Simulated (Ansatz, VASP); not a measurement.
# Ge (Germanium): VASP beside Ansatz

Wanted: the spread between two codes on one cell, functional and k mesh.

Program: Ansatz 0.2.0. Level of theory: plane waves, with VASP 6.6.1 beside it; relaxation of cell and atoms at r2SCAN and zone-centre phonons at r2SCAN. Results are calculated unless marked as measured.

### 1. Starting point

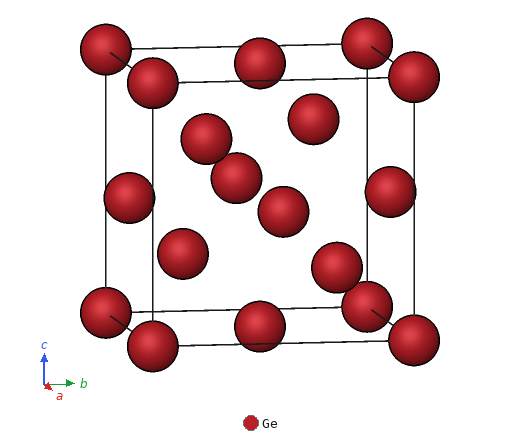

Start, viewed slightly off an axis; germanium red. This picture shows the conventional cell, with its axes. Some periodic images of atoms are drawn too.

### 2. Ansatz: relaxation of cell and atoms, r2SCAN

Ansatz runs on its default PAW (the set named soft_2) files.

The relaxed volume is the usual yardstick between codes: its relative difference is about their pressure difference at one cell divided by the bulk modulus.

input.yaml

```yaml
crystal:
  lattice:
    - [0.0, 2.82891, 2.82891]
    - [2.82891, 0.0, 2.82891]
    - [2.82891, 2.82891, 0.0]
  atoms:
    - { symbol: Ge, position: [0.75, 0.75, 0.75] }
    - { symbol: Ge, position: [0.5, 0.5, 0.5] }
hamiltonian:
  xc: r2scan
  pseudopotentials: { kind: paw }
kpoints:
  mp_grid: { grid: [12, 12, 12] }
scf:
  occupations: { method: methfessel_paxton, width: 0.15 }
relax:
  f_tol: 0.01
  max_steps: 60
  cell: { stress_tol: 0.05 }
output:
  forces: true
  stress: true
```

Run with:

```bash
$ ansatz run input.yaml --threads 4 --pin off --max-ram 9216MiB --backend cpu --events-out ev --progress --plain --runs-dir out
```

Numbers of over 12 decimals in the logs are rounded to 6 here.

What it wrote:

```text
Engine: ansatz 0.2.0, aarch64-unknown-linux-gnu
Pseudopotentials: kind: paw
Pseudopotential: Ge, paw, valence charge 14, recommended cutoff 500 eV (meta_gga), Ge.paw.azcp
Functional definition: r2SCAN
  parameter k0 = 0.174
  parameter k1 = 0.065
  parameter a1 = 4.9479
  exchange = r2scan_x(k0 = k0, k1 = k1, a1 = a1)
  correlation = r2scan_c
Crystal: 2 atoms, lattice volume = 45.278 Å³
Basis set: ecut = 500 eV, 1139 PW (Γ), exchange–correlation on 120×120×120 points (64 copies of the dense FFT grid, shifted against one another)
Bands: 18, of which v1, the nominal top of the filled ones, is band 14 counted from 1 (13 counted from 0)
Symmetry: 48 space group operations
Space group: Fd-3m (ITA 227), of the structure as read, at distance tolerance 3.6e-5 Å
k-points: 72 of 1728
Non-local potential: Ge, projectors of the file, l = 0: 2, l = 1: 2, l = 2: 3, l = 3: 1
PAW form: soft (Blöchl's): semilocal exchange-correlation on the pseudo side does not see the compensation charge
PAW frozen core: Ge, regenerated for the run's functional (the file was generated under x = pbe(κ = 0.804, μ = 0.219515), c = pbe(β = 0.066725))
PAW one-centre angular grid: Ge, 590 points (default); XC on 160 Gauss nodes
Initial density: superposition of atomic densities (neutral atoms: chi_scale 0, normalization atom), corrected by the library's trained network
Initial wavefunctions: pseudopotential atomic-orbital guess
Functional: x = r2scan, c = r2scan; τ floored in thin density (d = 2e-4 eV/Å³)
SCF iter   1: F=—  HF=-8605.803126 eV  |F-HF|=—  |Δ(HF+E_count)|=         —  Δρ=6.38e-3  dr2=5.83e-3  dr2_τ=4.55e-3  ethr=1.77e-3  ⟨swp⟩=5.4  Hψ=5975  notcnv=0
preconditioner: auto → none  [insulator: Δε(μ)=0.391 eV  Ē_g=24.439 eV  σ=0.150 eV  W_gap=1.07  n_scr=14 (ndim 8)  ℏωp=29.2 eV  f_vac=0.075  D(μ)=-0.00/eV (n_scr^D=0)  ε∞_Penn≈2.4]
SCF iter   2: F=—  HF=-8605.812594 eV  |F-HF|=—  |Δ(HF+E_count)|=   9.47e-3  S|Δr|=    0.00e0  Δρ=1.34e-3  dr2=4.59e-4  dr2_τ=2.26e-5  ethr=2.08e-5  ⟨swp⟩=2.0  Hψ=3158  notcnv=0
SCF iter   3: F=—  HF=-8605.812575 eV  |F-HF|=—  |Δ(HF+E_count)|=   1.94e-5  S|Δr|=    0.00e0  Δρ=9.61e-4  dr2=1.26e-4  dr2_τ=1.68e-6  ethr=1.64e-6  ⟨swp⟩=2.0  Hψ=2216  notcnv=0
SCF iter   4: F=—  HF=-8605.812624 eV  |F-HF|=—  |Δ(HF+E_count)|=   4.98e-5  S|Δr|=    0.00e0  Δρ=4.10e-5  dr2=4.97e-7  dr2_τ=1.87e-8  ethr=4.50e-7  ⟨swp⟩=2.2  Hψ=1642  notcnv=0
SCF iter   5: F=—  HF=-8605.812625 eV  |F-HF|=—  |Δ(HF+E_count)|=   1.20e-7  S|Δr|=    0.00e0  Δρ=5.69e-6  dr2=5.97e-9  dr2_τ=1.75e-10  ethr=3.57e-10  ⟨swp⟩=4.5  Hψ=4655  notcnv=0
SCF iter   6: F=-8605.812625 eV  HF=-8605.812625 eV  |F-HF|=6.91e-11  |Δ(HF+E_count)|=   1.06e-8  S|Δr|=    0.00e0  Δρ=7.31e-7  dr2=1.32e-10  dr2_τ=8.56e-12  ethr=2.13e-11  ⟨swp⟩=1.1  Hψ=3898  notcnv=0
SCF 1 converged in 6 iterations: F = -8605.812625 eV  dr2 = 1.32e-10
  greatest PAW one-centre occupation: 0.998 electrons in one spin orbital (limit 2), on the Ge atom at site 1 (counted from 0), in its partial waves of l = 2
relax step   1: F+E_penalty+E_count = -8605.81262459 eV  Δ(F+E_penalty+E_count) = +0.000e0 eV  max|allowed force component| = 1.388e-17 eV/Å  Δτ_max = 0.0000 Å  P = +0.663 GPa  Ω = 45.278 Å³  (6 SCF iters, dr2 threshold 1.00e-7 eV, accepted)
[...]
relax step   2: F+E_penalty+E_count = -8605.81334247 eV  Δ(F+E_penalty+E_count) = -7.179e-4 eV  max|allowed force component| = 3.123e-17 eV/Å  Δτ_max = 0.0000 Å  P = +0.090 GPa  Ω = 45.634 Å³  energy of the carried Pulay correction = -1.123e-4 eV  (4 SCF iters, dr2 threshold 2.00e-7 eV, accepted)
[...]
relax step   3: F+E_penalty+E_count = -8605.81334069 eV  Δ(F+E_penalty+E_count) = +1.775e-6 eV  max|allowed force component| = 8.327e-17 eV/Å  Δτ_max = 0.0000 Å  P = +0.001 GPa  Ω = 45.690 Å³  energy of the carried Pulay correction = -1.300e-4 eV  (4 SCF iters, dr2 threshold 2.01e-8 eV, accepted)
[...]
relax step   4: F+E_penalty+E_count = -8605.81345982 eV  Δ(F+E_penalty+E_count) = -1.191e-4 eV  max|allowed force component| = 4.048e-17 eV/Å  Δτ_max = 0.0000 Å  P = +0.003 GPa  Ω = 45.690 Å³  stress off target by 3.01e-3 GPa  SCF on the basis re-selected at this cell (its energy is not comparable with the rows above)  (5 SCF iters)
basis re-selected at this cell: Δ(F+E_penalty+E_count) = -1.191e-4 eV, ΔP = +0.002 GPa vs the last step (what re-selecting the basis moved, of the pressure what is left beyond the Pulay correction that the steps carried, after the strain that the cell walked since its last selection, with what the two solves' SCF thresholds leave and, on support functions, any second-order correction that the steps lacked; it is no m [...]
SCF converged after 5 iterations
Stability not checked: this state was not tested for a lower state beside it, because cold or Methfessel-Paxton smearing, or corrected tetrahedra, fill the levels in a way that the test cannot read (fill_not_monotonic; see scf.lower_state_search)
Free energy (F): -8605.813460 eV
Harris-Foulkes:  -8605.813460 eV  (|F-HF|=7.28e-12)
Internal energy: -8605.813577 eV  (E = F + TS)
E sigma→0 (E₀):  -8605.813489 eV
Entropy (-TS):   0.000117 eV (0.058 meV/atom)
Fermi energy:    8.440030 eV
Step filling:    the computed levels leave a gap of 0.3550 eV = 2.4 smearing widths at the electron count; against every level under it full and every level over it empty, smearing changes F+E_penalty+E_count by +0.023 meV and its σ→0 estimate by -6.29e-3 meV
--- Per-component energies (eV) ---
  E_band       = -320.624382
  E_kinetic    = 221.952423
  E_local      = -4957.055149  (includes V_loc(G=0)·N_el)
  E_nonlocal   = 839.939816
  E_hartree    = 2176.953151
  E_xc         = -138.186192
  E_vxc        = -135.792980  (∫ρ·V_xc dr)
  E_paw        = -4068.209631  (= ΣΔE_a)
  E_vpaw       = -651.204163  (= ΣTr[D̂ρ^β])
  E_aug_tail   = 0.000037  (compensation charges beyond the density's cutoff)
  E_vtau       = 7.629369  (kinetic-family band-sum trace: ∫τ·v_τ [+ j·A + Jᵃ·Aᵃ] dr)
  E_ewald      = -2679.036500
  E_core_change = -2.171532  (= ΣΔE_core)
  E_smearing   = 0.000117  (= −TS)
  E_closure    = 0.000000  (closes the sum)
  Σ components = -8605.813460   (vs F -8605.813460, Δ=0.00e0)
--- Forces (eV/Å), atoms counted from 1 ---
  atom   1  Ge    -0.00000000    -0.00000000     0.00000000
  atom   2  Ge     0.00000000     0.00000000    -0.00000000
  max |Σ_I F_I| component: 2.20e-17 eV/Å
--- Stress (GPa, compression-positive) ---
        0.003009      -0.000000      -0.000000
       -0.000000       0.003009      -0.000000
       -0.000000      -0.000000       0.003009
  P = ⅓ Tr σ = 0.0030 GPa (0.030 kbar)
--- Relaxed structure (3 steps of the walk, 3 accepted, 1 SCFs on fresh bases) ---
  F+E_penalty+E_count = -8605.81345982 eV   max|allowed force component| = 4.048e-17 eV/Å   (the final SCF, on the basis selected at the relaxed cell)
  cell:  # Å, volume = 45.6899 Å³
    - [0, 2.837461, 2.837461]
    - [2.837461, 0, 2.837461]
    - [2.837461, 2.837461, 0]
  atoms:
    - { symbol: Ge, position: [0.750000, 0.750000, 0.750000] }
    - { symbol: Ge, position: [0.5, 0.5, 0.5] }
```

Run time: 5.2 s. Hardware: 4 threads of Arm Neoverse V2, shared host; peak memory 0.49 GiB; 18 s of CPU time.

### 3. VASP: relaxation of cell and atoms, r2SCAN

The same cell, functional, mesh and smearing now go to VASP, with its own data sets and cutoff.

Lines of VASP's logs that name or quote its potential files are left out, and so is its time.

INCAR

```
SYSTEM = Ge
PREC = Accurate
ENCUT = 450
EDIFF = 1E-07
NELM = 100
ISMEAR = 1
SIGMA = 0.15
LREAL = .FALSE.
ALGO = Normal
METAGGA = R2SCAN
LASPH = .TRUE.
NBANDS = 20
LORBIT = 11
LWAVE = .FALSE.
LCHARG = .FALSE.
KPAR = 2
IBRION = 2
NSW = 50
ISIF = 3
EDIFFG = -0.002
```

POSCAR

```
Ge
1.0
    0.0000000000      2.8289100000      2.8289100000
    2.8289100000      0.0000000000      2.8289100000
    2.8289100000      2.8289100000      0.0000000000
Ge
2
Direct
    0.7500000000      0.7500000000      0.7500000000
    0.5000000000      0.5000000000      0.5000000000
```

KPOINTS

```
Automatic mesh
0
Gamma
12 12 12
0 0 0
```

Potentials, in the order of the species: Ge_d (PBE family, release 64).

Run with:

```bash
$ mpirun -np 2 vasp_std
```

What it wrote:

```text
[banner, memory and clock lines left out]
running    2 mpi-ranks, on    1 nodes
 distrk:  each k-point on    1 cores,    2 groups
 distr:  one band on    1 cores,    1 groups

 POSCAR found type information on POSCAR Ge
 POSCAR found :  1 types and       2 ions
|                                                                             |
|               ----> ADVICE to this user running VASP <----                  |
|                                                                             |
|     You enforced a specific xc type in the INCAR file but a different       |
|     [... a line on the potential file left out ...]
|     I HOPE YOU KNOW WHAT YOU ARE DOING!                                     |
|                                                                             |

 LDA part: xc-table for (None), standard interpolation
 POSCAR, INCAR and KPOINTS ok, starting setup
 FFT: planning ... GRIDC
 FFT: planning ... GRID_SOFT
 FFT: planning ... GRID
 WAVECAR not read
 entering main loop
       N       E                     dE             d eps       ncg     rms          rms(c)
DAV:   1     0.160095841733E+03    0.16010E+03   -0.14224E+04  3056   0.365E+03
DAV:   2    -0.530504456761E+01   -0.16540E+03   -0.16078E+03  2880   0.567E+02
DAV:   3    -0.296832730557E+02   -0.24378E+02   -0.24208E+02  3264   0.143E+02
DAV:   4    -0.304232675893E+02   -0.73999E+00   -0.73957E+00  3180   0.294E+01
DAV:   5    -0.304356541949E+02   -0.12387E-01   -0.12386E-01  3228   0.415E+00    0.336E+00
DAV:   6    -0.277574236769E+02    0.26782E+01   -0.31364E-01  3040   0.962E+00    0.195E+00
DAV:   7    -0.277397522991E+02    0.17671E-01   -0.10319E-01  3720   0.430E+00    0.265E-01
DAV:   8    -0.277391167137E+02    0.63559E-03   -0.50399E-03  3776   0.121E+00    0.104E-01
DAV:   9    -0.277392207775E+02   -0.10406E-03   -0.78323E-03  3840   0.182E+00    0.665E-02
DAV:  10    -0.277389795102E+02    0.24127E-03   -0.53549E-04  3772   0.423E-01    0.308E-02
DAV:  11    -0.277389037320E+02    0.75778E-04   -0.35040E-04  3988   0.361E-01    0.630E-03
DAV:  12    -0.277389065467E+02   -0.28147E-05   -0.18224E-05  3652   0.626E-02    0.344E-03
DAV:  13    -0.277389104710E+02   -0.39244E-05   -0.81127E-07  3280   0.105E-02    0.172E-03
DAV:  14    -0.277389106841E+02   -0.21309E-06   -0.49547E-07  3048   0.136E-02    0.832E-04
DAV:  15    -0.277389101979E+02    0.48617E-06   -0.23951E-08  1908   0.181E-03    0.126E-04
DAV:  16    -0.277389100335E+02    0.16446E-06   -0.47311E-09  1648   0.927E-04    0.963E-05
DAV:  17    -0.277389100731E+02   -0.39667E-07   -0.11039E-09  1620   0.425E-04
   1 F= -.27738910E+02 E0= -.27738982E+02  d E =-.277389E+02
 curvature:   0.00 expect dE= 0.000E+00 dE for cont linesearch  0.000E+00
 trial: gam= 0.00000 g(F)=  0.161E-41 g(S)=  0.979E-03 ort = 0.000E+00 (trialstep = 0.100E+01)
 search vector abs. value=  0.979E-03
 bond charge predicted
       N       E                     dE             d eps       ncg     rms          rms(c)
DAV:   1    -0.277603290198E+02   -0.21419E-01   -0.28047E-01  3972   0.105E+01    0.860E-01
DAV:   2    -0.277447433913E+02    0.15586E-01   -0.18242E-02  3760   0.264E+00    0.436E-01
DAV:   3    -0.277394024286E+02    0.53410E-02   -0.83393E-03  3880   0.159E+00    0.100E-01
DAV:   4    -0.277390907004E+02    0.31173E-03   -0.86770E-04  3744   0.579E-01    0.249E-02
DAV:   5    -0.277390959987E+02   -0.52983E-05   -0.51438E-05  3776   0.127E-01    0.170E-02
DAV:   6    -0.277391053199E+02   -0.93213E-05   -0.62419E-06  3636   0.508E-02    0.696E-04
DAV:   7    -0.277391054799E+02   -0.15997E-06   -0.19194E-07  2600   0.553E-03    0.327E-04
DAV:   8    -0.277391057132E+02   -0.23328E-06   -0.26962E-08  1668   0.286E-03    0.115E-04
DAV:   9    -0.277391056737E+02    0.39439E-07   -0.43724E-09  1568   0.934E-04
   2 F= -.27739106E+02 E0= -.27739180E+02  d E =-.195601E-03
 trial-energy change:   -0.000196  1 .order   -0.000246   -0.000979    0.000486
 step:   0.6191(harm=  0.6682)  dis= 0.00000  next Energy=   -27.739201 (dE=-0.291E-03)
 bond charge predicted
       N       E                     dE             d eps       ncg     rms          rms(c)
DAV:   1    -0.277422636247E+02   -0.31579E-02   -0.40105E-02  3968   0.391E+00    0.329E-01
DAV:   2    -0.277400095803E+02    0.22540E-02   -0.26722E-03  3768   0.102E+00    0.166E-01
DAV:   3    -0.277392680127E+02    0.74157E-03   -0.11783E-03  3876   0.601E-01    0.390E-02
DAV:   4    -0.277392107182E+02    0.57294E-04   -0.12455E-04  3756   0.219E-01    0.916E-03
DAV:   5    -0.277392079089E+02    0.28093E-05   -0.73199E-06  3760   0.481E-02    0.628E-03
DAV:   6    -0.277392043390E+02    0.35699E-05   -0.78198E-07  3480   0.177E-02    0.290E-04
DAV:   7    -0.277392042784E+02    0.60603E-07   -0.21991E-08  1772   0.208E-03
   3 F= -.27739204E+02 E0= -.27739278E+02  d E =-.294205E-03
 curvature:  -0.33 expect dE=-0.795E-09 dE for cont linesearch -0.795E-09
 trial: gam= 0.00000 g(F)=  0.136E-42 g(S)=  0.243E-08 ort =-0.154E-05 (trialstep = 0.924E+00)
 search vector abs. value=  0.253E-08
 reached required accuracy - stopping structural energy minimisation
```

OUTCAR, selected parts (step 3):

```text
ion  position               nearest neighbor table
   1  0.750  0.750  0.750-   2 2.45   2 2.45   2 2.45   2 2.45
   2  0.500  0.500  0.500-   1 2.45   1 2.45   1 2.45   1 2.45

  LATTYP: Found a face centered cubic cell.
 ALAT       =     5.6578200000

 Subroutine GETGRP returns: Found 48 space group operations
 (whereof 24 operations were pure point group operations)

The static configuration has the point symmetry T_d .
 The point group associated with its full space group is O_h .

 Found     72 irreducible k-points:

   k-points           NKPTS =     72   k-points in BZ     NKDIM =     72   number of bands    NBANDS=     20

   dimension x,y,z NGX =    28 NGY =   28 NGZ =   28
   dimension x,y,z NGXF=    56 NGYF=   56 NGZF=   56

   ENCUT  =  450.0 eV  33.07 Ry    5.75 a.u.   6.92  6.92  6.92*2*pi/ulx,y,z

   NELECT =      28.0000    total number of electrons

 k-points in reciprocal lattice and weights: Automatic mesh
   0.00000000  0.00000000  0.00000000       0.001
   0.08333333  0.00000000  0.00000000       0.005
   0.16666667  0.00000000  0.00000000       0.005
   0.25000000  0.00000000  0.00000000       0.005
   0.33333333  0.00000000  0.00000000       0.005
   0.41666667  0.00000000  0.00000000       0.005
   0.50000000  0.00000000  0.00000000       0.002
   0.08333333  0.08333333  0.00000000       0.003
   0.16666667  0.08333333  0.00000000       0.014
[...]
-0.33333333  0.50000000  0.16666667       0.007
  -0.25000000  0.50000000  0.25000000       0.003

 average (electrostatic) potential at core
       1 -79.4930       2 -79.4930

 E-fermi :   4.7890

 k-point     1 :       0.0000    0.0000    0.0000
  band No.  band energies     occupation
    ...
     10     -20.4651      2.00000
     11      -8.5145      2.00000
     12       4.7489      1.43439
     13       4.7490      1.43344
     14       4.7490      1.43342
     15       5.1015     -0.01209
     16       7.4607     -0.00000
     17       7.4608     -0.00000
     18       7.4608     -0.00000
     19      11.7971      0.00000
    ...

 k-point     2 :       0.0833    0.0000    0.0000
  band No.  band energies     occupation
    ...
     10     -20.4606      2.00000
     11      -8.4258      2.00000
     12       3.2627      2.00000
     13       4.5748      2.06141
     14       4.5749      2.06145
     15       5.9562     -0.00000
     16       7.6938     -0.00000
     17       7.6939     -0.00000
     18       7.9096      0.00000
     19      12.2400      0.00000
    ...

 k-point     3 :       0.1667    0.0000    0.0000
  band No.  band energies     occupation
    ...
     10     -20.4534      2.00000
     11      -8.1631      2.00000
     12       1.5447      2.00000
     13       4.2029      2.00000
     14       4.2030      2.00000
     15       5.9491     -0.00000
     16       8.1868      0.00000
     17       8.1869      0.00000
     18       9.2404      0.00000
     19      13.1742      0.00000
    ...

  Total       -0.0001833     -0.0001833     -0.0001833      0.0000000     -0.0000000     -0.0000000
  in kB       -0.0064524     -0.0064524     -0.0064524      0.0000000     -0.0000000     -0.0000000
  external PRESSURE =      -0.0064524 kB  Pullay stress =       0.0000000 kB

  energy-cutoff  :      450.00
  volume of cell :       45.51
      direct lattice vectors                 reciprocal lattice vectors
     0.000000000  2.833823797  2.833823797    -0.176440046  0.176440046  0.176440046
     2.833823797 -0.000000000  2.833823797     0.176440046 -0.176440046  0.176440046
     2.833823797  2.833823797 -0.000000000     0.176440046  0.176440046 -0.176440046

 POSITION                                       TOTAL-FORCE (eV/Angst)
 -----------------------------------------------------------------------------------
      4.25074      4.25074      4.25074        -0.000000      0.000000     -0.000000
      2.83382      2.83382      2.83382         0.000000     -0.000000      0.000000
 -----------------------------------------------------------------------------------
    total drift:                                0.000000      0.000000      0.000000

  FREE ENERGIE OF THE ION-ELECTRON SYSTEM (eV)
  ---------------------------------------------------
  free  energy   TOTEN  =       -27.7392042784 eV

  energy  without entropy=      -27.7394248891  energy(sigma->0) =      -27.73927782

 reached required accuracy - stopping structural energy minimisation

 total charge
# of ion       s       p       d       tot
------------------------------------------
    1        1.104   1.286  10.022  12.412
    2        1.104   1.286  10.022  12.412
--------------------------------------------------
tot          2.208   2.573  20.044  24.825

[... 3 further parts left out ...]
```

### 4. Differences

Known differences besides the PAW data sets themselves: VASP keeps PBE cores, Ansatz makes them for the functional; both relaxations stop at a tolerance, which leaves soft axes loose, and VASP keeps its plane-wave basis; the cutoff is 500 eV in Ansatz and 450 eV in VASP; Ansatz adds a Pulay correction to the stress that steers its cell, VASP none. Total energies have different zeros and are not compared.

Compared:

```
                                         quantity  Ansatz   VASP  difference
                                      volume (Å³)   45.69  45.51     +0.39 %
edge a after relaxation, in the typed setting (Å)   4.013  4.008     +0.13 %
```

The walks stopped with 0.00 GPa left in Ansatz and 0.00 GPa in VASP; each walk ends within a tolerance, so the volume difference is uncertain by about these residues over the bulk modulus, most in soft cells.

(Continued in part 2 of 2.)

[Lines on the potential files, build, host, timing and source positions are cut from VASP's logs without a mark.]

[Logs are printed without paths, hosts, clocks, repeated set-up lines and the standing remarks that a program may print on its own settings, such as how far it seeks lower states.]

[Hosts, paths, dates, database ids (printed as entryN), source tags and the programs' standing remarks are cut or masked in the printed files.]
